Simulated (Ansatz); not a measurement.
# linear Sn chain under tension and compression, part 2 of 3

Wanted: energy, moment and open channels of the linear Sn chain from 12 % compression to 30 % stretch.

Ansatz 0.2.0; DFT PBEsol, plane waves, PAW; relaxation of a chain's period (the session's first sound run).

So far. Step 2 (The relaxed wire): The cell's length comes to 2.695 Å with no moment.

## 3. At a set period, period over the relaxed period 0.88, k-mesh 1×1×34

This step: DFT PBEsol, plane waves, PAW; channels and complex bands of a perfect chain (Ansatz 0.2.0).

The period is set to 0.88 times the relaxed one: shorter bonds widen the bands.

The cell differs from the one that the last finished run ended in (c 2.695 → 2.372 Å).

input.yaml

```yaml
crystal:
  lattice:
    - [7.5, 0.0, 0.0]
    - [0.0, 7.5, 0.0]
    - [0.0, 0.0, 2.3720348906]
  atoms:
    - { symbol: Sn, position: [0.5, 0.5, 0.0], spin: 0.5 }
magnetization:
  spin_polarized: true
kpoints:
  mp_grid: { grid: [1, 1, 34] }
scf:
  occupations: { method: fermi_dirac, width: 0.05 }
hamiltonian:
  xc: pbesol
output:
  transmission:
    e_range: [-2, 2]
    de: 0.035
    kmesh: [1, 1]
    reduced_basis: true
    leads: [[0, 0]]
  stress: true
```

The run is started by

```sh
$ ansatz run input.yaml --threads 4 --pin off --max-ram 8192MiB --backend cpu --events-out ev --progress --plain --runs-dir out
```

Numbers of over 12 decimals in the logs are rounded to 6 here.

The program printed:

```text
[...]
Crystal: 1 atoms, lattice volume = 133.427 Å³
Basis set: ecut = 420 eV, 2599 PW (Γ)
Bands: 12, of which v1, the nominal top of the filled ones, is band 7 counted from 1 (6 counted from 0)
Symmetry: 16 space group operations
[...]
k-points: 18 of 34
[...]
Starting moments: Σ|m| = 0.5 μB on 1 of 1 site
[...]
SCF iter   1: F=—  HF=-5947.759609 eV  |F-HF|=—  |Δ(HF+E_count)|=         —  Δρ=1.35e-2 (↑1.35e-2 ↓1.20e-2)  dr2=2.77e-1  dr2_m=1.58e-1  M=0.054 μB ∫|m|=0.054 μB  β_m=0.30  ethr=1.95e-3  ⟨swp⟩=1.0  Hψ=3969  notcnv=0
[...]
spin=Collinear: Resta preconditioning applied to the charge; magnetization (m = ρ↑ − ρ↓) channel mixes plain (no charge-response kernel on spin).
SCF iter   2: F=—  HF=-5947.709258 eV  |F-HF|=—  |Δ(HF+E_count)|=   5.04e-2  Δρ=9.21e-3 (↑9.21e-3 ↓8.51e-3)  dr2=1.11e-1  dr2_m=7.87e-2  M=0.048 μB ∫|m|=0.048 μB  β_m=0.30  ethr=1.95e-3  ⟨swp⟩=2.0  Hψ=529  notcnv=0
[...]
SCF iter  13: F=-5947.687037 eV  HF=-5947.687037 eV  |F-HF|=3.64e-12  |Δ(HF+E_count)|=  3.75e-10  Δρ=2.27e-8 (↑2.27e-8 ↓2.22e-8)  dr2=2.01e-14  dr2_m=6.10e-13  M=-0.000 μB ∫|m|=0.000 μB  ethr=5.42e-12  ⟨swp⟩=4.0  Hψ=1502  notcnv=0
SCF 1 converged in 13 iterations: F = -5947.687037 eV  dr2 = 2.01e-14
[...]
transmission: 6 of 36 steps passed
transmission: 9 of 36 steps passed
[...]
transmission: 36 of 36 steps passed
SCF converged after 13 iterations
Magnetization: -0.0000 μB (7.0000 up, 7.0000 down)
Absolute magnetization: 0.0000 μB (∫|ρ↑−ρ↓|, with the PAW one-centre terms)
[...]
Per-site moments (μB) at R_I (Å): [(-2.3544345386253436e-8, 0.978464)]
Free energy (F): -5947.687037 eV
[...]
Internal energy: -5947.680937 eV  (E = F + TS)
E sigma→0 (E₀):  -5947.683987 eV
Entropy (-TS):   -0.006101 eV (-6.101 meV/atom)
Fermi energy:    -1.460220 eV
[...]
--- Stress (GPa, compression-positive) ---
        0.242171       0.000000       0.000000
        0.000000       0.242171       0.000000
        0.000000       0.000000      10.723788
  P = ⅓ Tr σ = 3.7360 GPa (37.360 kbar)
--- Band table (eV; the first three rows and the last of 36) ---
  k-point 0 ↑: bands = [... 3 lower, -22.5242, -22.5242, -10.9911, -3.0693, -3.0693, 1.6500, 2.9530, 4.1826, ... 1 higher]
  k-point 1 ↑: bands = [... 3 lower, -22.5335, -22.5335, -10.9698, -3.0396, -3.0396, 1.6721, 2.9754, 4.2044, ... 1 higher]
  k-point 2 ↑: bands = [... 3 lower, -22.5610, -22.5610, -10.9059, -2.9509, -2.9509, 1.7384, 3.0428, 4.2696, ... 1 higher]
  k-point 17 ↓: bands = [... 3 lower, -22.7644, -22.1151, -4.7484, -2.6395, 3.1317, 3.1317, 6.1013, 6.1013, ... 1 higher]
--- Transmission ---
  basis      : 497 plane waves across, 3 finite elements along
  points     : 1, standing for a mesh of 1 x 1
  filling    : by the input's occupations and mesh, since the crystals that have channels conduct as metals do. If one of these is a semiconductor, that mesh has misplaced its level
  energies   : 115 from -2.000000 to 1.990000 eV about the Fermi level, 0.035000 eV apart; the leads are filled to 0.000000 eV, and channels, transmission and decay are at -0.005000 eV
  crystal 0  : Sn1, at the sites [0, 0], period 2.3720 Å: whole cells are its period
    offset         : up to 0.0000 Å between an atom of the period and one for which it stands
    filled         : 11.0 meV over the level at which it is neutral
    channels       : 3.000000e0 up, 3.000000e0 down
    conductance    : 4.1323e14 S/m² at 300 K; may be off by some 0.0 % by where its bands' edges are placed, 0.0 % from the distance to neutral
```

Elapsed: 22 s, on 4 threads of Arm Neoverse V1, shared host; peak memory 0.45 GiB.

This step gave:

```
energy at zero smearing                                   : -5947.6840 eV
channels at the energy nearest the Fermi level, spin up   : 3
channels at the energy nearest the Fermi level, spin down : 3
conductance of the lead as this run defines it            : 3.000 G₀
band gap                                                  : 0 eV
```

Table of open channels of the lead by energy, zero at the Fermi level:

| energy (eV) | spin up | spin down |
| --- | --- | --- |
| -2.000 | 0 | 0 |
| -1.510 | 2 | 2 |
| -0.985 | 3 | 3 |
| -0.495 | 3 | 3 |
| -0.005 | 3 | 3 |
| 0.485 | 3 | 3 |
| 1.010 | 3 | 3 |
| 1.500 | 3 | 3 |

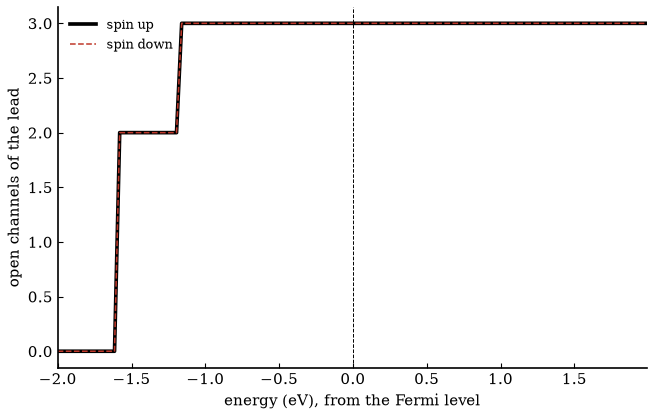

Open channels of the lead against energy.

At the computed energy nearest the Fermi level there are 3 spin-up and 3 spin-down channels, and the thermal average gives 3.00 G₀.

## 4. The chain at a fixed length, period over the relaxed period 0.92, k-mesh 1×1×33

The period is set to 0.92 times the relaxed one: shorter bonds widen the bands.

The cell differs from the one that the last finished run ended in (c 2.372 → 2.480 Å).

input.yaml, as its differences from that of step 3:

```diff
@@ -4,3 +4,3 @@
     - [0.0, 7.5, 0.0]
-    - [0.0, 0.0, 2.3720348906]
+    - [0.0, 0.0, 2.4798546583]
   atoms:
@@ -10,3 +10,3 @@
 kpoints:
-  mp_grid: { grid: [1, 1, 34] }
+  mp_grid: { grid: [1, 1, 33] }
 scf:
```

The program printed:

```text
[...]
Crystal: 1 atoms, lattice volume = 139.492 Å³
Basis set: ecut = 420 eV, 2729 PW (Γ)
Bands: 12, of which v1, the nominal top of the filled ones, is band 7 counted from 1 (6 counted from 0)
Symmetry: 16 space group operations
[...]
k-points: 17 of 33
[...]
Starting moments: Σ|m| = 0.5 μB on 1 of 1 site
[...]
--- Transmission ---
  basis      : 497 plane waves across, 4 finite elements along
  points     : 1, standing for a mesh of 1 x 1
[...]
crystal 0  : Sn1, at the sites [0, 0], period 2.4799 Å: whole cells are its period
[...]
filled         : 10.9 meV under the level at which it is neutral
    channels       : 3.000000e0 up, 3.000000e0 down
[...]
[key lines of the parts left out:]
SCF converged after 14 iterations
Magnetization: 0.0000 μB (7.0000 up, 7.0000 down)
Free energy (F): -5947.993620 eV
Fermi energy:    -1.611293 eV
P = ⅓ Tr σ = 2.2588 GPa (22.588 kbar)
```

Elapsed: 34 s, on 4 threads; peak memory 0.5 GiB.

At the computed energy nearest the Fermi level there are 3 spin-up and 3 spin-down channels, and the thermal average gives 3.00 G₀.

## 5. The chain at a fixed length, period over the relaxed period 0.96, k-mesh 1×1×31

The period is set to 0.96 times the relaxed one: shorter bonds widen the bands.

input.yaml, as its differences from that of step 4:

```diff
@@ -4,3 +4,3 @@
     - [0.0, 7.5, 0.0]
-    - [0.0, 0.0, 2.4798546583]
+    - [0.0, 0.0, 2.5876744261]
   atoms:
@@ -10,3 +10,3 @@
 kpoints:
-  mp_grid: { grid: [1, 1, 33] }
+  mp_grid: { grid: [1, 1, 31] }
 scf:
```

The program printed:

```text
[...]
Crystal: 1 atoms, lattice volume = 145.557 Å³
Basis set: ecut = 420 eV, 2857 PW (Γ)
Bands: 12, of which v1, the nominal top of the filled ones, is band 7 counted from 1 (6 counted from 0)
Symmetry: 16 space group operations
[...]
k-points: 16 of 31
[...]
Starting moments: Σ|m| = 0.5 μB on 1 of 1 site
[...]
--- Transmission ---
  basis      : 497 plane waves across, 4 finite elements along
  points     : 1, standing for a mesh of 1 x 1
[...]
crystal 0  : Sn1, at the sites [0, 0], period 2.5877 Å: whole cells are its period
[...]
filled         : 39.3 meV under the level at which it is neutral
    channels       : 3.000000e0 up, 3.000000e0 down
[...]
[key lines of the parts left out:]
SCF converged after 13 iterations
Magnetization: 0.0000 μB (7.0000 up, 7.0000 down)
Free energy (F): -5948.163158 eV
Fermi energy:    -1.743638 eV
P = ⅓ Tr σ = 1.0775 GPa (10.775 kbar)
```

It took 23 s on 4 threads; peak memory 0.49 GiB.

At the computed energy nearest the Fermi level there are 3 spin-up and 3 spin-down channels, and the thermal average gives 3.00 G₀.

## 6. The chain at a fixed length, period over the relaxed period 1, k-mesh 1×1×30

The period is set to 1.0 times the relaxed one, as the point of reference.

input.yaml, as its differences from that of step 5:

```diff
@@ -4,3 +4,3 @@
     - [0.0, 7.5, 0.0]
-    - [0.0, 0.0, 2.5876744261]
+    - [0.0, 0.0, 2.6954941938]
   atoms:
@@ -10,3 +10,3 @@
 kpoints:
-  mp_grid: { grid: [1, 1, 31] }
+  mp_grid: { grid: [1, 1, 30] }
 scf:
```

The program printed:

```text
[...]
Crystal: 1 atoms, lattice volume = 151.622 Å³
Basis set: ecut = 420 eV, 3017 PW (Γ)
Bands: 12, of which v1, the nominal top of the filled ones, is band 7 counted from 1 (6 counted from 0)
Symmetry: 16 space group operations
[...]
k-points: 16 of 30
[...]
Starting moments: Σ|m| = 0.5 μB on 1 of 1 site
[...]
--- Transmission ---
  basis      : 497 plane waves across, 4 finite elements along
  points     : 1, standing for a mesh of 1 x 1
[...]
crystal 0  : Sn1, at the sites [0, 0], period 2.6955 Å: whole cells are its period
[...]
filled         : 12.3 meV under the level at which it is neutral
    channels       : 3.000000e0 up, 3.000000e0 down
[...]
[key lines of the parts left out:]
SCF converged after 14 iterations
Magnetization: 0.0000 μB (7.0000 up, 7.0000 down)
Free energy (F): -5948.212859 eV
Fermi energy:    -1.765525 eV
P = ⅓ Tr σ = 0.3898 GPa (3.898 kbar)
```

It took 23 s on 4 threads; peak memory 0.49 GiB.

Open channels of the lead against energy, zero at the Fermi level:

| energy (eV) | spin up | spin down |
| --- | --- | --- |
| -2.000 | 1 | 1 |
| -1.510 | 1 | 1 |
| -0.985 | 1 | 1 |
| -0.495 | 3 | 3 |
| -0.005 | 3 | 3 |
| 0.485 | 3 | 3 |
| 1.010 | 3 | 3 |
| 1.500 | 3 | 3 |

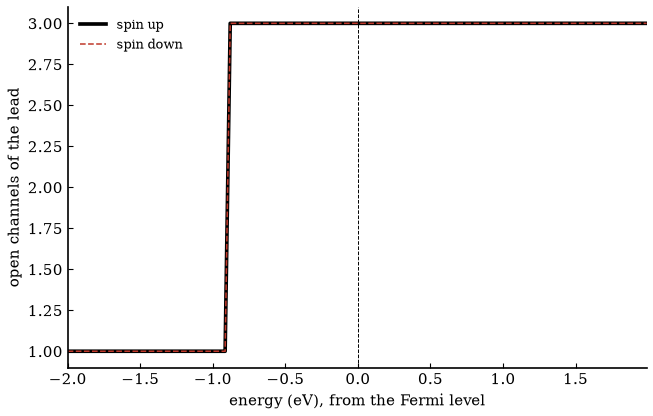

Open channels of the lead, plotted against energy.

At the computed energy nearest the Fermi level there are 3 spin-up and 3 spin-down channels, and the thermal average gives 3.00 G₀.

## 7. The chain at a fixed length, period over the relaxed period 1.04, k-mesh 1×1×29

The period is set to 1.04 times the relaxed one: longer bonds narrow the bands.

The cell differs from the one that the last finished run ended in (c 2.695 → 2.803 Å).

input.yaml, as its differences from that of step 6:

```diff
@@ -4,3 +4,3 @@
     - [0.0, 7.5, 0.0]
-    - [0.0, 0.0, 2.6954941938]
+    - [0.0, 0.0, 2.8033139616]
   atoms:
@@ -10,3 +10,3 @@
 kpoints:
-  mp_grid: { grid: [1, 1, 30] }
+  mp_grid: { grid: [1, 1, 29] }
 scf:
```

The program printed:

```text
[...]
Crystal: 1 atoms, lattice volume = 157.686 Å³
Basis set: ecut = 420 eV, 3129 PW (Γ)
Bands: 12, of which v1, the nominal top of the filled ones, is band 7 counted from 1 (6 counted from 0)
Symmetry: 16 space group operations
[...]
k-points: 15 of 29
[...]
Starting moments: Σ|m| = 0.5 μB on 1 of 1 site
[...]
--- Transmission ---
  basis      : 497 plane waves across, 4 finite elements along
  points     : 1, standing for a mesh of 1 x 1
[...]
crystal 0  : Sn1, at the sites [0, 0], period 2.8033 Å: whole cells are its period
[...]
filled         : 16.2 meV under the level at which it is neutral
    channels       : 3.000000e0 up, 3.000000e0 down
[...]
[key lines of the parts left out:]
SCF converged after 14 iterations
Magnetization: -0.0000 μB (7.0000 up, 7.0000 down)
Free energy (F): -5948.188041 eV
Fermi energy:    -1.829917 eV
P = ⅓ Tr σ = -0.2087 GPa (-2.087 kbar)
```

The job ended after 16 s (4 threads; peak memory 0.41 GiB).

At the computed energy nearest the Fermi level there are 3 spin-up and 3 spin-down channels, and the thermal average gives 3.00 G₀. The change of length costs 0.026 eV a cell and leaves no moment.

## 8. At a set period, period over the relaxed period 1.08, k-mesh 1×1×28

The period is set to 1.08 times the relaxed one: longer bonds narrow the bands.

The cell differs from the one that the last finished run ended in (c 2.803 → 2.911 Å).

input.yaml, as its differences from that of step 7:

```diff
@@ -4,3 +4,3 @@
     - [0.0, 7.5, 0.0]
-    - [0.0, 0.0, 2.8033139616]
+    - [0.0, 0.0, 2.9111337294]
   atoms:
@@ -10,3 +10,3 @@
 kpoints:
-  mp_grid: { grid: [1, 1, 29] }
+  mp_grid: { grid: [1, 1, 28] }
 scf:
```

The program printed:

```text
[...]
Crystal: 1 atoms, lattice volume = 163.751 Å³
Basis set: ecut = 420 eV, 3225 PW (Γ)
Bands: 12, of which v1, the nominal top of the filled ones, is band 7 counted from 1 (6 counted from 0)
Symmetry: 16 space group operations
[...]
k-points: 15 of 28
[...]
Starting moments: Σ|m| = 0.5 μB on 1 of 1 site
[...]
--- Transmission ---
  basis      : 497 plane waves across, 4 finite elements along
  points     : 1, standing for a mesh of 1 x 1
[...]
crystal 0  : Sn1, at the sites [0, 0], period 2.9111 Å: whole cells are its period
[...]
filled         : 22.2 meV over the level at which it is neutral
    channels       : 3.000000e0 up, 3.000000e0 down
[...]
[key lines of the parts left out:]
SCF converged after 14 iterations
Magnetization: 0.0000 μB (7.0000 up, 7.0000 down)
Free energy (F): -5948.124555 eV
Fermi energy:    -1.861334 eV
P = ⅓ Tr σ = -0.7087 GPa (-7.087 kbar)
```

Wall time 15 s (4 threads); peak memory 0.41 GiB; 55 s of CPU time.

At the computed energy nearest the Fermi level there are 3 spin-up and 3 spin-down channels, and the thermal average gives 3.00 G₀. The change of length costs 0.090 eV a cell and leaves no moment.

## 9. At a set period, period over the relaxed period 1.13, k-mesh 1×1×27

The period is set to 1.13 times the relaxed one: longer bonds narrow the bands.

The cell differs from the one that the last finished run ended in (c 2.911 → 3.046 Å).

input.yaml, as its differences from that of step 8:

```diff
@@ -4,3 +4,3 @@
     - [0.0, 7.5, 0.0]
-    - [0.0, 0.0, 2.9111337294]
+    - [0.0, 0.0, 3.045908439]
   atoms:
@@ -10,3 +10,3 @@
 kpoints:
-  mp_grid: { grid: [1, 1, 28] }
+  mp_grid: { grid: [1, 1, 27] }
 scf:
```

The program printed:

```text
[...]
Crystal: 1 atoms, lattice volume = 171.332 Å³
Basis set: ecut = 420 eV, 3363 PW (Γ)
Bands: 12, of which v1, the nominal top of the filled ones, is band 7 counted from 1 (6 counted from 0)
Symmetry: 16 space group operations
[...]
k-points: 14 of 27
[...]
Starting moments: Σ|m| = 0.5 μB on 1 of 1 site
[...]
--- Transmission ---
  basis      : 497 plane waves across, 4 finite elements along
  points     : 1, standing for a mesh of 1 x 1
[...]
crystal 0  : Sn1, at the sites [0, 0], period 3.0459 Å: whole cells are its period
[...]
filled         : 8.6 meV over the level at which it is neutral
    channels       : 3.000000e0 up, 3.000000e0 down
[...]
[key lines of the parts left out:]
SCF converged after 14 iterations
Magnetization: 0.0000 μB (7.0000 up, 7.0000 down)
Free energy (F): -5948.001042 eV
Fermi energy:    -1.876367 eV
P = ⅓ Tr σ = -0.8877 GPa (-8.877 kbar)
```

Elapsed: 17 s, on 4 threads; peak memory 0.42 GiB.

At the computed energy nearest the Fermi level there are 3 spin-up and 3 spin-down channels, and the thermal average gives 3.00 G₀. The change of length costs 0.213 eV a cell and leaves no moment.

(Continued in part 3 of 3.)

[Logs are printed without paths, hosts, clocks, repeated set-up lines and the standing remarks that a program may print on its own settings, such as how far it seeks lower states.]

[Hosts, paths, dates, database ids (printed as entryN), source tags and the programs' standing remarks are cut or masked in the printed files.]
